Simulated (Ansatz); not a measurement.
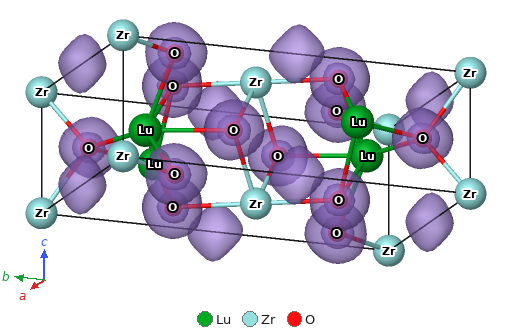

Lu$_{2}$ZrO$_{4}$. Isosurface of the electron localisation function at 0.75 (purple), seen at an oblique angle. Core shells and regions of very low density are left out. Sticks mark near contacts.

Space group Pbam; a generated structure, not necessarily the stable one.

The calculation used Ansatz, DFT PBE, scalar-relativistic, plane waves, PAW.

Input file:

```
crystal:
  lattice:
    - [5.844237116, 0.0, 0.0]
    - [0.0, 9.7841951256, 0.0]
    - [0.0, 0.0, 3.3010624982]
  atoms:
    - { symbol: Lu, position: [0.4866054441, 0.8218763611, 0.5] }
    - { symbol: Lu, position: [0.5133945559, 0.1781236389, 0.5] }
    - { symbol: Lu, position: [0.0133945559, 0.3218763611, 0.5] }
    - { symbol: Lu, position: [0.9866054441, 0.6781236389, 0.5] }
    - { symbol: Zr, position: [0.5, 0.5, 0.0] }
    - { symbol: Zr, position: [0.0, 0.0, 0.0] }
    - { symbol: O, position: [0.6911097348, 0.6940155586, 0.0] }
    - { symbol: O, position: [0.3088902652, 0.3059844414, 0.0] }
    - { symbol: O, position: [0.3453177113, 0.600598073, 0.5] }
    - { symbol: O, position: [0.6546822887, 0.399401927, 0.5] }
    - { symbol: O, position: [0.1911097348, 0.8059844414, 0.0] }
    - { symbol: O, position: [0.8088902652, 0.1940155586, 0.0] }
    - { symbol: O, position: [0.8453177113, 0.899401927, 0.5] }
    - { symbol: O, position: [0.1546822887, 0.100598073, 0.5] }
basis:
  ecutwfc: 420
kpoints:
  mp_grid: { grid: [6, 4, 10] }
  band_path:
    path:
      - [[0.0, 0.0, 0.0], [0.5, 0.0, 0.0], [0.5, 0.5, 0.0], [0.0, 0.5, 0.0], [0.0, 0.0, 0.0], [0.0, 0.0, 0.5], [0.5, 0.0, 0.5], [0.5, 0.5, 0.5], [0.0, 0.5, 0.5], [0.0, 0.0, 0.5]]
      - [[0.5, 0.0, 0.0], [0.5, 0.0, 0.5]]
      - [[0.0, 0.5, 0.0], [0.0, 0.5, 0.5]]
      - [[0.5, 0.5, 0.0], [0.5, 0.5, 0.5]]
    npoints: 10
hamiltonian:
  xc: pbe
scf:
  occupations: { method: gaussian, width: 0.1 }
  n_extra_bands: 35
output:
  forces: true
  stress: true
  eigenvalues: true
  populations: true
  dos: { projected: true, de: 0.02, nscf_kmesh: { grid: [8, 5, 12] } }
  bader: false
  write_density: true
  write_potential: true
  elf: true
  volumetric_format: npy
```

Launched as:

```sh
ansatz run input.yaml --threads 1 --pin off --max-ram 2560MiB --backend cpu --events-out ev --progress --plain --runs-dir out
```

Below, planes, directions and counts refer to the conventional cell (a = 5.84 Å, b = 9.78 Å, c = 3.30 Å, α = 90.00°, β = 90.00°, γ = 90.00°).

Identify the bonds, lone pairs and shells in this picture.

The ELF exceeds this value in eight regions wrapped around O (the valence shell of each) and two pockets between the atoms, centred on no nucleus (multi-centre or interstitial), counted in one cell of 14 atoms. Regions shared between cells count once. Profiles from the grid: Zr–O (2.12 Å): the ELF peaks at about 0.85 in the valence shell of O, 0.6 Å from its nucleus, and drops to about 0.20 between the two atoms; no shared electron pair shows on this line. Lu–O (2.23 Å): the ELF peaks at about 0.85 in the valence shell of O, 0.6 Å from its nucleus, and drops to about 0.10 between the two atoms; no localised pair shows between them.
